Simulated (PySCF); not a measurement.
# Fluorine Oxoborane (BOF): geometry, spin-spin couplings

What spin-spin couplings should Fluorine Oxoborane (BOF) (`O=BF`) show?

Computed with PySCF 2.14.0, with density-fitted response routines of our own, on a single molecule in the gas phase. Atoms count from 0, in the outputs and in this text.

## 1. The molecule as given

3 atoms, charge 0, multiplicity 1; geometry from: GFN2-xTB.

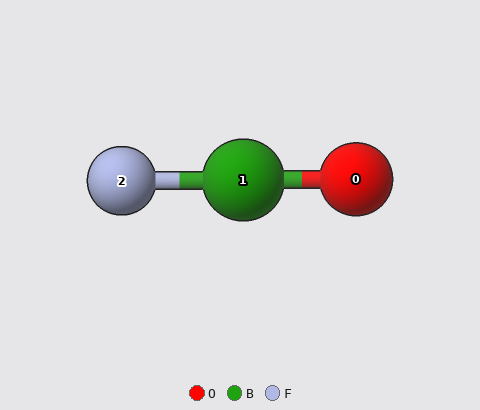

As it starts; oxygen red, boron green, fluorine light blue, atoms numbered.

## 2. Optimising the geometry at PBE0-D3(BJ)/def2-SVP

What the job is given:

```
{"job": {"xc": "PBE0", "basis": "def2-SVP", "d3": "d3bj", "grid": 1, "kind": "geom"}, "charge": 0, "multiplicity": 1}
O     -1.209760     0.163880    -0.012420
B     -0.023740     0.103370    -0.008470
F      1.256460     0.038090    -0.004210
```

Started as:

```
> OMP_NUM_THREADS=1 python probes_run.py task.json out
```

The driver reads the jobs from task.json and runs them one after another.

Output:

```text
step   0  E = -199.63843590  max force = 0.033608
step   1  E = -199.63897639  max force = 0.003347
step   2  E = -199.63898112  max force = 0.000295
optimisation converged
```

Run time: 1.3 s. Hardware: 1 thread of Arm Neoverse V2, shared host; peak memory 0.23 GiB.

The steps of the relaxation:

```tsv
step	energy from step 0 (eV)	largest force component (eV/Å)
0	0.0000	1.7282
1	-0.0147	0.1721
2	-0.0148	0.0152
```

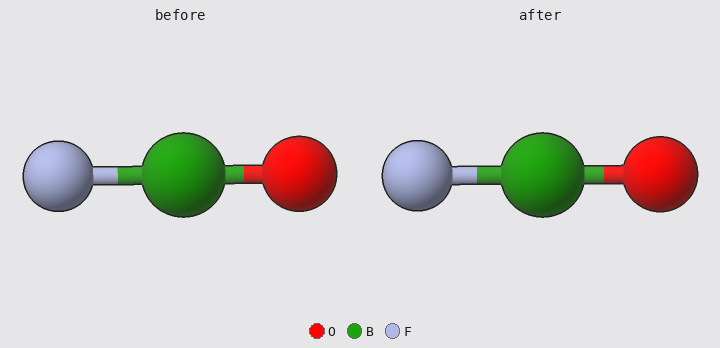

The geometry before (left) and after (right).

Close pairs (by a distance rule), those that changed most:

```tsv
bond	before (Å)	after (Å)	change (Å)
O0–B1	1.188	1.205	+0.018
B1–F2	1.282	1.283	+0.001
```

The next job starts from the end point, and lists it.

```tsv
at the end point	value
point group (found at 0.08 Å tolerance)	C∞v
rotational constants (GHz, main isotopes)	9.371, 9.371
dipole moment (D)	1.97
```

## 3. Indirect couplings: B3LYP/cc-pVTZ

What the job is given:

```
{"job": {"kind": "j", "xc": "B3LYP", "basis": "cc-pVTZ"}, "charge": 0, "multiplicity": 1}
O     -1.221505     0.169054    -0.013462
B     -0.018202     0.103322    -0.008498
F      1.262668     0.032964    -0.003140
```

Method: B3LYP/cc-pVTZ indirect spin-spin coupling, non-relativistic, gas phase.

Output:

```text
coarse grid: 3264 points
cycle   1  E = -199.9162874847  dE =  4.287e-01  |g| = 9.715e-01  |ddm| = 4.241e+00
cycle   2  E = -199.0217419329  dE =  8.945e-01  |g| = 2.283e+00  |ddm| = 3.201e+00
cycle   3  E = -200.0739415513  dE = -1.052e+00  |g| = 3.091e-01  |ddm| = 2.395e+00
cycle   4  E = -200.0877977200  dE = -1.386e-02  |g| = 1.203e-01  |ddm| = 3.801e-01
cycle   5  E = -200.0896448119  dE = -1.847e-03  |g| = 1.519e-02  |ddm| = 1.182e-01
cycle   6  E = -200.0896922337  dE = -4.742e-05  |g| = 3.959e-03  |ddm| = 2.466e-02
cycle   7  E = -200.0896951327  dE = -2.899e-06  |g| = 4.215e-04  |ddm| = 4.123e-03
final grid: 34024 points
cycle   8  E = -200.0870016982  dE = -7.703e-05  |g| = 4.666e-03  |ddm| = 4.929e-02
cycle   9  E = -200.0869940544  dE =  7.644e-06  |g| = 8.272e-03  |ddm| = 1.305e-02
cycle  10  E = -200.0870048650  dE = -1.081e-05  |g| = 1.183e-03  |ddm| = 8.738e-03
cycle  11  E = -200.0870050432  dE = -1.781e-07  |g| = 5.938e-04  |ddm| = 1.623e-03
cycle  12  E = -200.0870050974  dE = -5.418e-08  |g| = 3.281e-05  |ddm| = 5.482e-04
cycle  13  E = -200.0870050975  dE = -1.390e-10  |g| = 5.127e-06  |ddm| = 3.276e-05
converged SCF energy = -200.0870050975

Indirect spin-spin couplings (Hz)
  i      j    bonds     total        FC       PSO       DSO        SD
  0 O    1 B    1    -28.094   -23.001    -0.781    -0.058    -4.253
  0 O    2 F    2      0.213    16.565     0.434     0.400   -17.187
  1 B    2 F    1   -250.159  -214.596   -32.039     0.580    -4.104
```

Wall time 1.7 s (1 thread of Arm Neoverse V2, shared host); peak memory 0.32 GiB.

The basis is not made for couplings: without tight functions at the nuclei these values are rough.

A choice of the couplings up to four bonds, sorted by the number of bonds; isotopes 11B, 19F, 17O:

```tsv
pair	bonds	J (Hz)	Fermi contact (Hz)
B1–F2	1	-250.2	-214.6
O0–B1	1	-28.1	-23.0
```

Quadrupole couplings from the field gradients of the same density:

```tsv
atom	isotope	eQq/h (MHz)	η
B1	11B	-2.732	0.00
O0	17O	1.234	0.00
```

## 4. Spin-spin couplings: B3LYP/6-31G*

What the job is given:

```
{"job": {"kind": "j", "xc": "B3LYP", "basis": "6-31G*"}, "charge": 0, "multiplicity": 1}
O     -1.221505     0.169054    -0.013462
B     -0.018202     0.103322    -0.008498
F      1.262668     0.032964    -0.003140
```

Level: B3LYP/6-31G* indirect spin-spin coupling, non-relativistic, gas phase.

Output:

```text
coarse grid: 3264 points
cycle   1  E = -199.8286532230  dE =  4.324e-01  |g| = 9.476e-01  |ddm| = 2.060e+00
cycle   2  E = -198.9402488199  dE =  8.884e-01  |g| = 2.233e+00  |ddm| = 1.751e+00
cycle   3  E = -199.9885079150  dE = -1.048e+00  |g| = 3.117e-01  |ddm| = 1.381e+00
cycle   4  E = -200.0040685895  dE = -1.556e-02  |g| = 1.075e-01  |ddm| = 2.132e-01
cycle   5  E = -200.0058238390  dE = -1.755e-03  |g| = 1.256e-02  |ddm| = 5.179e-02
cycle   6  E = -200.0058589264  dE = -3.509e-05  |g| = 3.255e-03  |ddm| = 9.617e-03
cycle   7  E = -200.0058610358  dE = -2.109e-06  |g| = 3.829e-04  |ddm| = 1.861e-03
final grid: 34024 points
cycle   8  E = -199.9965248002  dE = -1.966e-05  |g| = 3.899e-03  |ddm| = 1.354e-02
cycle   9  E = -199.9965165867  dE =  8.214e-06  |g| = 7.734e-03  |ddm| = 6.037e-03
cycle  10  E = -199.9965276555  dE = -1.107e-05  |g| = 9.025e-04  |ddm| = 4.211e-03
cycle  11  E = -199.9965277859  dE = -1.303e-07  |g| = 2.053e-04  |ddm| = 5.476e-04
cycle  12  E = -199.9965277935  dE = -7.593e-09  |g| = 1.526e-05  |ddm| = 1.250e-04
cycle  13  E = -199.9965277935  dE = -4.573e-11  |g| = 2.824e-06  |ddm| = 1.315e-05
converged SCF energy = -199.9965277935

Indirect spin-spin couplings (Hz)
  i      j    bonds     total        FC       PSO       DSO        SD
  0 O    1 B    1    -22.091   -18.403    -0.070    -0.078    -3.540
  0 O    2 F    2     -2.097    10.025     2.318     0.373   -14.812
  1 B    2 F    1     32.585    61.251   -24.967     0.760    -4.459
```

Wall time 0.83 s (1 thread of Arm Neoverse V2, shared host); peak memory 0.32 GiB.

The basis is not made for couplings: without tight functions at the nuclei these values are rough.

In short: J(B1,F2) 32.6 Hz, J(O0,B1) -22.1 Hz, J(O0,F2) -2.1 Hz.

## 5. Comparing the runs: spin-spin couplings

Couplings (Hz), with basis size and wall time:

```tsv
run	B1–F2	O0–B1	functions	time
B3LYP/cc-pVTZ	-250.2	-28.1	90	1.7 s
B3LYP/6-31G*	32.6	-22.1	42	0.83 s
```

## 6. Summary of results

```
                                     quantity                     value
                                  point group                       C∞v
         rotational constants (main isotopes)            9.37, 9.37 GHz
largest coupling of the table (B3LYP/cc-pVTZ)  1J(B,F) B1–F2, -250.2 Hz
      range of J(B1,F2), mean over like pairs         -250.2 to 32.6 Hz
```

In words: Over 2 steps the energy fell by 0.015 eV; of the close pairs, O0–B1 changed most, 1.188 to 1.205 Å. No frequency check was run at this level, so the end point may be a saddle. In the run at B3LYP/cc-pVTZ, the largest coupling of the table is B1–F2, -250.2 Hz, of which the Fermi-contact term gives -214.6 Hz. The coupling B1–F2, as a mean over pairs of its kind, runs from -250.2 Hz (B3LYP/cc-pVTZ) to 32.6 Hz (B3LYP/6-31G*). Couplings from bases without tight functions are rough.
